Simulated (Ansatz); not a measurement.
# BH2+ (triplet): one geometry, many settings at scale of all distances = 2.033

What do other methods and options give for BH2+ (triplet) at this geometry, and how long do they take?

Method: the settings change from run to run; program: Ansatz 0.2.0, Gaussian basis.

15 further runs of the same task are left out: 11 that didn't finish, 4 set aside as unsound or not needed.

## Step 1: What is computed

The geometry derives from a PBE0/def2-TZVP stationary point (not a proven minimum). All distances are scaled together.

3 atoms, charge 1, spin multiplicity 3.

Atoms are counted from 1 here; the program's logs count them from 0.

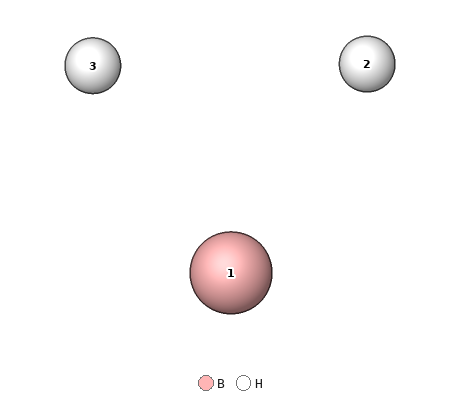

The structure; boron pink, hydrogen white; atoms are numbered from 1 in the order of the file.

Geometry (Å):

```
atom   x (Å)    y (Å)    z (Å)
  B1  0.0000   0.0000  -0.3443
  H2  0.0000   1.4446   1.8467
  H3  0.0000  -1.4446   1.8467
```

## Step 2: CCSD on ROHF/6-31G*

Input file in.yaml:

```yaml
crystal:
  periodic: [false, false, false]
  atoms:
    - {symbol: B, position_ang: [0.000000, 0.000000, -0.344340]}
    - {symbol: H, position_ang: [0.000000, 1.444560, 1.846669]}
    - {symbol: H, position_ang: [0.000000, -1.444560, 1.846669]}
basis:
  gaussian: {orbitals: "6-31G*", fitting: {mean_field: def2-universal-jkfit}}
total_charge: 1
magnetization: {spin_polarized: false, initial_magnetization: 2}
correlation: {method: ccsd, electrons: outside_noble_gas}
scf: {lower_state_search: light}
output: {forces: true}
```

The run is started by

```sh
> ansatz run in.yaml --threads 1 --pin off --events-out ev --progress --plain --max-ram 2393MiB
```

Output, cut to the lines that bear on the results:

```text
Functional definition: HF
  name "HF"
  cite "Fock, Z. Phys. 61, 126 (1930) doi:10.1007/BF01340294"
  parent pbe
[...]
111 factors; integrals over basis functions are off by at most 1.8e-1 eV
[...]
mean field -686.63057598 eV, -25.2332082523 hartree, gradient 2.1e-6 eV, S^2 2.000000; 0 other end points of the search recorded, 0 dependent functions left out
[...]
1 core orbitals not correlated: weight in the atoms' cores, before any rotation towards them, 1.000 or more for the frozen orbitals, at most 0.000 for the correlated occupied ones
reference -686.63057598 eV, -25.2332082523 hartree; 3, 1 occupied and 15, 17 virtual orbitals, 111 factors
second order -0.95175422 eV of doubles, -0.00323747 eV of singles
cycle   1  -1.30219601 eV  change   -3.5e-1 eV  update   7.1e-2
[...]
cycle  14  -1.64342686 eV  change   -1.3e-7 eV  update   1.4e-6
[...]
Total energy: -688.27400283 eV, -25.2936030753 hartree
Atom 0 at     0.000000     0.000000    -0.344340 Å, force    -0.000000     0.000000     0.181529 eV/Å
Atom 1 at     0.000000     1.444560     1.846669 Å, force     0.000000     0.029039    -0.090764 eV/Å
Atom 2 at     0.000000    -1.444560     1.846669 Å, force     0.000000    -0.029039    -0.090764 eV/Å
Dipole moment:    -0.000000     0.000000    -0.439463 e Å
```

It took 0.24 s on 1 thread of Arm Neoverse V1, shared host.

From the report: correlation -1.6434 eV; T1 0.018; largest double amplitude 0.15.

## Step 3: CCSD(T) on UHF/def2-SVP

Input file in.yaml:

```yaml
crystal:
  periodic: [false, false, false]
  atoms:
    - {symbol: B, position_ang: [0.000000, 0.000000, -0.344340]}
    - {symbol: H, position_ang: [0.000000, 1.444560, 1.846669]}
    - {symbol: H, position_ang: [0.000000, -1.444560, 1.846669]}
basis:
  gaussian: {orbitals: def2-SVP, fitting: {mean_field: def2-universal-jkfit}}
total_charge: 1
magnetization: {spin_polarized: true, initial_magnetization: 2}
correlation: {method: ccsd_t, electrons: valence}
```

The command is unchanged.

Output, cut to the lines that bear on the results:

```text
Functional definition: HF
  name "HF"
  cite "Fock, Z. Phys. 61, 126 (1930) doi:10.1007/BF01340294"
  parent pbe
[...]
111 factors; integrals over basis functions are off by at most 6.1e-1 eV
[...]
mean field -685.88495021 eV, -25.2058070108 hartree, gradient 8.8e-7 eV, S^2 2.128882; 5 other end points of the search recorded, 0 dependent functions left out
1 core orbitals not correlated: weight in the atoms' cores, before any rotation towards them, 1.000 or more for the frozen orbitals, at most 0.000 for the correlated occupied ones
reference -685.88495021 eV, -25.2058070108 hartree; 3, 1 occupied and 20, 22 virtual orbitals, 111 factors
second order -0.78408585 eV of doubles, -0.00000000 eV of singles
cycle   1  -1.10008021 eV  change   -3.2e-1 eV  update   7.3e-2
[...]
cycle  12  -1.58594432 eV  change    1.3e-6 eV  update   4.5e-6
perturbative correction -0.00545332 eV, -0.0002004058 hartree
Total energy: -687.47634785 eV, -25.2642897954 hartree
```

Wall time 0.3 s (1 thread of Arm Neoverse V1, shared host).

From the report: ⟨S²⟩ of the determinant 2.129 (pure triplet: 2.00); correlation -1.5914 eV; T1 0.064; largest double amplitude 0.15.

## Step 4: CASSCF(2,5)/def2-SVPD

Input file in.yaml:

```yaml
crystal:
  periodic: [false, false, false]
  atoms:
    - {symbol: B, position_ang: [0.000000, 0.000000, -0.344340]}
    - {symbol: H, position_ang: [0.000000, 1.444560, 1.846669]}
    - {symbol: H, position_ang: [0.000000, -1.444560, 1.846669]}
basis:
  gaussian: {orbitals: def2-SVPD}
total_charge: 1
magnetization: {spin_polarized: false, initial_magnetization: 2}
correlation: {active_space: {window: {electrons: 2, orbitals: 5}}}
output: {forces: true}
```

The command is unchanged.

Output, cut to the lines that bear on the results:

```text
Functional definition: HF
  name "HF"
  cite "Fock, Z. Phys. 61, 126 (1930) doi:10.1007/BF01340294"
  parent pbe
[...]
357 factors; integrals over basis functions are off by at most 5.6e-4 eV
[...]
mean field -685.88109694 eV, -25.2056654055 hartree, gradient 4.0e-6 eV, S^2 2.000000; 0 other end points of the search recorded, 0 dependent functions left out
reference -685.88109694 eV, -25.2056654055 hartree; 4, 2 occupied and 32, 34 virtual orbitals, 357 factors
state -685.88651526 eV, -25.2058645254 hartree
[...]
Total energy: -685.88651526 eV, -25.2058645254 hartree
Atom 0 at     0.000000     0.000000    -0.344340 Å, force     0.000000    -0.000000     0.148248 eV/Å
Atom 1 at     0.000000     1.444560     1.846669 Å, force     0.000000     0.029716    -0.074124 eV/Å
Atom 2 at     0.000000    -1.444560     1.846669 Å, force    -0.000000    -0.029716    -0.074124 eV/Å
Dipole moment:    -0.000000     0.000000    -0.353042 e Å
```

Wall time 0.39 s (1 thread of Arm Neoverse V1, shared host).

From the report: 25 determinants; active occupations 1.00, 1.00, 0.00, 0.00, 0.00.

## Step 5: CASCI(2,4)/6-31G

Input file in.yaml:

```yaml
crystal:
  periodic: [false, false, false]
  atoms:
    - {symbol: B, position_ang: [0.000000, 0.000000, -0.344340]}
    - {symbol: H, position_ang: [0.000000, 1.444560, 1.846669]}
    - {symbol: H, position_ang: [0.000000, -1.444560, 1.846669]}
basis:
  gaussian: {orbitals: 6-31G}
total_charge: 1
magnetization: {spin_polarized: false, initial_magnetization: 2}
hamiltonian: {pseudopotentials: {relativity: scalar}}
correlation: {active_space: {window: {electrons: 2, orbitals: 4}, fixed_orbitals: true, states: [{multiplicity: 3, weights: [1, 0.5]}]}}
accuracy: high
```

Same command.

Output:

```text
Functional definition: HF
  name "HF"
  cite "Fock, Z. Phys. 61, 126 (1930) doi:10.1007/BF01340294"
  parent pbe
  exchange = exact_x
  correlation = 0
294 factors; integrals over basis functions are off by at most 3.4e-9 eV
mean field evaluation 1: about -686.1030 eV, gradient 6.2e0 eV
mean field evaluation 2: about -686.1037 eV, gradient 6.2e0 eV
mean field evaluation 4: about -686.8028 eV, gradient 2.9e-1 eV
mean field evaluation 8: about -686.8043 eV, gradient 3.0e-3 eV
mean field -686.80433189 eV, -25.2395936643 hartree, gradient 6.4e-8 eV, S^2 2.000000; 0 other end points of the search recorded, 0 dependent functions left out
reference -686.80433189 eV, -25.2395936643 hartree; 4, 2 occupied and 9, 11 virtual orbitals, 294 factors
state -686.80433189 eV, -25.2395936643 hartree
state -680.52875888 eV, -25.0089706099 hartree
Total energy: -684.71247422 eV, -25.1627193129 hartree
Relativity: scalar
```

Run time: 0.09 s. Hardware: 1 thread of Arm Neoverse V1, shared host.

From the report: 4 determinants; active occupations (of the averaged states) 1.00, 0.67, 0.33, 0.00.

## Step 6: CCSDT(Q)/B on UHF/def2-mTZVP

Input file in.yaml:

```yaml
crystal:
  periodic: [false, false, false]
  atoms:
    - {symbol: B, position_ang: [0.000000, 0.000000, -0.344340]}
    - {symbol: H, position_ang: [0.000000, 1.444560, 1.846669]}
    - {symbol: H, position_ang: [0.000000, -1.444560, 1.846669]}
basis:
  gaussian: {orbitals: def2-mTZVP}
total_charge: 1
magnetization: {spin_polarized: true, initial_magnetization: 2}
correlation: {method: ccsdt_q_b, electrons: valence}
accuracy: high
```

Same command.

Output, cut to the lines that bear on the results:

```text
Functional definition: HF
  name "HF"
  cite "Fock, Z. Phys. 61, 126 (1930) doi:10.1007/BF01340294"
  parent pbe
[...]
463 factors; integrals over basis functions are off by at most 4.2e-9 eV
[...]
mean field -686.80652350 eV, -25.2396742044 hartree, gradient 1.4e-8 eV, S^2 2.095178; 7 other end points of the search recorded, 0 dependent functions left out
1 core orbitals not correlated: weight in the atoms' cores, before any rotation towards them, 1.000 or more for the frozen orbitals, at most 0.000 for the correlated occupied ones
reference -686.80652350 eV, -25.2396742044 hartree; 3, 1 occupied and 21, 23 virtual orbitals, 463 factors
second order -0.83134920 eV of doubles, -0.00000000 eV of singles
cycle   1  -1.14203036 eV  change   -3.1e-1 eV  update   7.2e-2
[...]
cycle  31  -1.58939628 eV  change  -2.1e-10 eV  update  3.1e-10
perturbative correction -0.00000362 eV, -0.0000001331 hartree
Total energy: -688.39592341 eV, -25.2980835737 hartree
```

Wall time 2.3 s (1 thread of Arm Neoverse V1, shared host).

From the report: ⟨S²⟩ of the determinant 2.095 (pure triplet: 2.00); correlation -1.5894 eV; T1 0.055; largest double amplitude 0.15.

## Step 7: BCCD(T) on UHF/x2c-TZVPPall

in.yaml: that of step 6 with these lines changed.

```diff
@@ -7,6 +7,6 @@
 basis:
-  gaussian: {orbitals: def2-mTZVP}
+  gaussian: {orbitals: x2c-TZVPPall}
 total_charge: 1
 magnetization: {spin_polarized: true, initial_magnetization: 2}
-correlation: {method: ccsdt_q_b, electrons: valence}
+correlation: {method: bccd_t, electrons: outside_noble_gas}
 accuracy: high
```

Same command.

Output, cut to the lines that bear on the results:

```text
Functional definition: HF
  name "HF"
  cite "Fock, Z. Phys. 61, 126 (1930) doi:10.1007/BF01340294"
  parent pbe
[...]
824 factors; integrals over basis functions are off by at most 3.1e-9 eV
[...]
mean field -687.09961706 eV, -25.2504451943 hartree, gradient 6.3e-9 eV, S^2 2.088028; 6 other end points of the search recorded, 0 dependent functions left out
1 core orbitals not correlated: weight in the atoms' cores, before any rotation towards them, 1.000 or more for the frozen orbitals, at most 0.000 for the correlated occupied ones
reference -687.09961706 eV, -25.2504451943 hartree; 3, 1 occupied and 55, 57 virtual orbitals, 824 factors
second order -0.93653570 eV of doubles, -0.00000000 eV of singles
cycle   1  -1.25377941 eV  change   -3.2e-1 eV  update   7.0e-2
[...]
cycle  29  -1.65725635 eV  change  -3.1e-10 eV  update  2.8e-10
perturbative correction -0.01201072 eV, -0.0004413859 hartree
Total energy: -688.76888414 eV, -25.3117896279 hartree
Relativity: scalar
```

It took 3.3 s on 1 thread of Arm Neoverse V1, shared host; peak memory 0.32 GiB.

From the report: ⟨S²⟩ of the determinant 2.088 (pure triplet: 2.00); correlation -1.6693 eV; largest double amplitude 0.14.

## Step 8: The runs in one table

```
                                                    level         correlated  functions  energy (eV)    time
                                      CCSD on ROHF/6-31G*  outside noble gas         19    -688.2740  0.24 s
                                  CCSD(T) on UHF/def2-SVP            valence         24    -687.4763   0.3 s
                                    CASSCF(2,5)/def2-SVPD                            36    -685.8865  0.39 s
CASCI(2,4)/6-31G (mean of several states, relativity set)                            13    -684.7125  0.09 s
                             CCSDT(Q)/B on UHF/def2-mTZVP            valence         25    -688.3959   2.3 s
                              BCCD(T) on UHF/x2c-TZVPPall  outside noble gas         59    -688.7689   3.3 s
```

## Step 9: Outcome

```
quantity                                                              value
    runs                                                                  6
quickest  CASCI(2,4)/6-31G (mean of several states, relativity set), 0.09 s
 slowest                                 BCCD(T) on UHF/x2c-TZVPPall, 3.3 s
```

Total energies in different bases, with other cores or another treatment of relativity can't be set against each other. BCCD(T) on UHF/x2c-TZVPPall took 37 times as long as CASCI(2,4)/6-31G (mean of several states, relativity set); the jobs differ in more than the method.
